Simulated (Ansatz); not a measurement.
**doublet CH6B: levels of theory compared**

We compute a comparison of 6 runs (U-r2SCAN/STO-3G, U-r2SCAN0/STO-3G, UB3LYP/STO-3G, UHSE06/STO-3G, USVWN5/STO-3G, UCCSD/STO-3G) of doublet CH6B. 

Program for the calculation: Ansatz 0.2.0.

1 further run of the same task is left out (it didn't finish).

## 1. The molecule

The species is CH6B (8 atoms), meant as a doublet with charge 0. As SMILES of the parent species, `[H][B-]([H])([H])C`. The shape is that of a GFN2-xTB optimisation. That shape belongs to the parent species and isn't relaxed for this state.

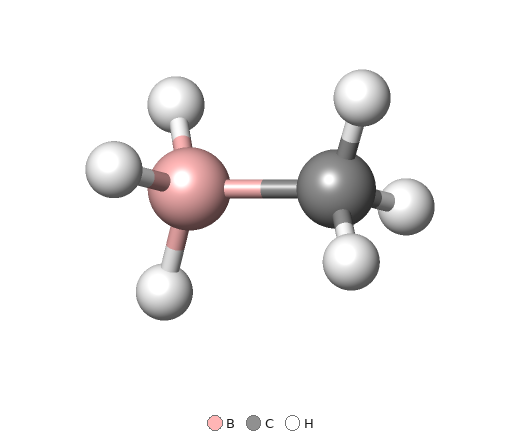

Viewed from a chosen angle; boron pink, carbon grey, hydrogen white.

## 2. The energy at U-r2SCAN/STO-3G (run 1)

File run.yaml:

```yaml
crystal:
  periodic: [false, false, false]
  atoms:
    - {symbol: B, position_ang: [-0.002120, 0.003030, -0.820260]}
    - {symbol: C, position_ang: [0.002160, -0.002850, 0.828840]}
    - {symbol: H, position_ang: [-1.010180, 0.041900, 1.245300]}
    - {symbol: H, position_ang: [0.550190, 0.849940, 1.244930]}
    - {symbol: H, position_ang: [0.469650, -0.905360, 1.238890]}
    - {symbol: H, position_ang: [1.151450, -0.035240, -1.249110]}
    - {symbol: H, position_ang: [-0.546150, 1.024230, -1.240270]}
    - {symbol: H, position_ang: [-0.615010, -0.975650, -1.248310]}
basis:
  gaussian: {orbitals: STO-3G}
magnetization: {spin_polarized: true, initial_magnetization: 1}
hamiltonian: {xc: r2scan}
accuracy: high
```

The run is started by

```bash
$ ansatz run run.yaml --threads 1 --pin off --max-ram 2610MiB --events-out events.jsonl --progress --plain --runs-dir runs
```

Output:

```text
Warning: RAYON_NUM_THREADS=1 ignored (pool sized by the plan → 1); use --threads N
Functional definition: r2SCAN
  name "r2SCAN"
  parameter k0 = 0.174
  parameter k1 = 0.065
  parameter a1 = 4.9479
  exchange = r2scan_x(k0 = k0, k1 = k1, a1 = a1)
  correlation = r2scan_c
278 factors; integrals over basis functions are off by at most 1.5e-8 eV
mean field evaluation 1: about -1783.7584 eV, gradient 7.7e0 eV
mean field evaluation 2: about -1782.3561 eV, gradient 1.7e1 eV
mean field evaluation 4: about -1783.9399 eV, gradient 7.4e0 eV
mean field evaluation 8: about -1784.6118 eV, gradient 2.5e-1 eV
mean field evaluation 16: about -1784.5272 eV, gradient 2.3e-2 eV
mean field evaluation 32: about -1784.1162 eV, gradient 3.8e0 eV
mean field evaluation 64: about -1784.5252 eV, gradient 1.7e-8 eV
mean field -1784.52718653 eV, -65.5801645089 hartree, gradient 4.5e-8 eV, S^2 0.752782; 4 other end points of the search recorded, 0 dependent functions left out
reference -1784.52718748 eV, -65.5801645438 hartree; 9, 8 occupied and 7, 8 virtual orbitals, 278 factors
Total energy: -1784.52718748 eV, -65.5801645438 hartree
```

Wall time 11 s (1 thread of Arm Neoverse V2, shared host); peak memory 0.22 GiB.

## 3. The energy at U-r2SCAN0/STO-3G (run 2)

File input.yaml:

```yaml
crystal:
  periodic: [false, false, false]
  atoms:
    - symbol: B
      position_ang: [-0.002120, 0.003030, -0.820260]
    - symbol: C
      position_ang: [0.002160, -0.002850, 0.828840]
    - symbol: H
      position_ang: [-1.010180, 0.041900, 1.245300]
    - symbol: H
      position_ang: [0.550190, 0.849940, 1.244930]
    - symbol: H
      position_ang: [0.469650, -0.905360, 1.238890]
    - symbol: H
      position_ang: [1.151450, -0.035240, -1.249110]
    - symbol: H
      position_ang: [-0.546150, 1.024230, -1.240270]
    - symbol: H
      position_ang: [-0.615010, -0.975650, -1.248310]
basis:
  gaussian: {orbitals: STO-3G}
magnetization: {spin_polarized: true, initial_magnetization: 1}
hamiltonian: {xc: {name: r2SCAN0}}
accuracy: high
```

The run is started by

```bash
$ ansatz run input.yaml --threads 1 --pin off --max-ram 2610MiB --events-out events.jsonl --progress --plain --runs-dir runs
```

Output:

```text
Warning: RAYON_NUM_THREADS=1 ignored (pool sized by the plan → 1); use --threads N
Functional definition: r2SCAN0
  name "r2SCAN0"
  parameter a = 0.25
  parameter k0 = 0.174
  parameter k1 = 0.065
  parameter a1 = 4.9479
  exchange = (1 - a)*r2scan_x(k0 = k0, k1 = k1, a1 = a1) + a*exact_x
  correlation = r2scan_c
278 factors; integrals over basis functions are off by at most 1.5e-8 eV
mean field evaluation 1: about -1783.5693 eV, gradient 8.2e0 eV
mean field evaluation 2: about -1783.8994 eV, gradient 6.2e0 eV
mean field evaluation 4: about -1784.1470 eV, gradient 1.6e-1 eV
mean field evaluation 8: about -1784.1017 eV, gradient 1.5e-2 eV
mean field evaluation 16: about -1784.3344 eV, gradient 3.0e-2 eV
mean field evaluation 32: about -1784.0023 eV, gradient 2.9e0 eV
mean field -1784.32980074 eV, -65.5729107150 hartree, gradient 2.6e-8 eV, S^2 0.755048; 4 other end points of the search recorded, 0 dependent functions left out
reference -1784.32980147 eV, -65.5729107418 hartree; 9, 8 occupied and 7, 8 virtual orbitals, 278 factors
Total energy: -1784.32980147 eV, -65.5729107418 hartree
```

Run time: 12 s. Hardware: 1 thread of Arm Neoverse V2, shared host; peak memory 0.22 GiB.

Runs 3 to 5 aren't shown in full; the table further down has their settings and results.

## 4. A single-point energy at UCCSD/STO-3G (run 6)

File input.yaml:

```yaml
crystal:
  periodic: [false, false, false]
  atoms:
    - {symbol: B, position_ang: [-0.002120, 0.003030, -0.820260]}
    - {symbol: C, position_ang: [0.002160, -0.002850, 0.828840]}
    - {symbol: H, position_ang: [-1.010180, 0.041900, 1.245300]}
    - {symbol: H, position_ang: [0.550190, 0.849940, 1.244930]}
    - {symbol: H, position_ang: [0.469650, -0.905360, 1.238890]}
    - {symbol: H, position_ang: [1.151450, -0.035240, -1.249110]}
    - {symbol: H, position_ang: [-0.546150, 1.024230, -1.240270]}
    - {symbol: H, position_ang: [-0.615010, -0.975650, -1.248310]}
basis:
  gaussian:
    orbitals: STO-3G
correlation:
  method: ccsd
  frozen_orbitals: {B: 1, C: 1, H: 0}
magnetization:
  spin_polarized: true
  initial_magnetization: 1
scf:
  omitted_lower_state_checks: [cluster_reference, increment]
accuracy: high
```

The run is started by

```bash
$ ansatz run input.yaml --threads 1 --pin off --max-ram 2610MiB --events-out events.jsonl --progress --plain --runs-dir runs
```

Output:

```text
Warning: RAYON_NUM_THREADS=1 ignored (pool sized by the plan → 1); use --threads N
[... 13 lines left out ...]
2 core orbitals not correlated: weight in the atoms' cores, before any rotation towards them, 1.000 or more for the frozen orbitals, at most 0.000 for the correlated occupied ones
[... 34 lines left out ...]
Total energy: -1774.71038787 eV, -65.2194038122 hartree
Checks for a lower state left out: cluster_reference, increment
```

Run time: 0.28 s. Hardware: 1 thread of Arm Neoverse V2, shared host.

## 5. The series

```tsv
run	level	frozen core orbitals	energy (Eh)	⟨S²⟩	wall time
1	U-r2SCAN/STO-3G	–	-65.580165	0.753	11 s
2	U-r2SCAN0/STO-3G	–	-65.572911	0.755	12 s
3	UB3LYP/STO-3G	–	-65.634026	0.753	2.5 s
4	UHSE06/STO-3G	–	-65.527964	0.753	4.8 s
5	USVWN5/STO-3G	–	-64.909390	0.750	2.5 s
6	UCCSD/STO-3G	2	-65.219404	0.757	0.28 s
```

## 6. Summary of results

| quantity | value |
| --- | --- |
| run 6: total energy | -65.21940 Eh |
| run 6: correlation energy (2 core orbitals frozen) | -130.0 mEh |
| run 6: ⟨S²⟩ of the reference determinant | 0.757 |
| run 6: T1 diagnostic | 0.011 |

**Reading.** Totals of different functionals can't be ranked against each other. In runs 1, 2, 3, 4, 5, 6 the basis is minimal, so the values are rough. All runs together took 32 s, the longest 12 s.
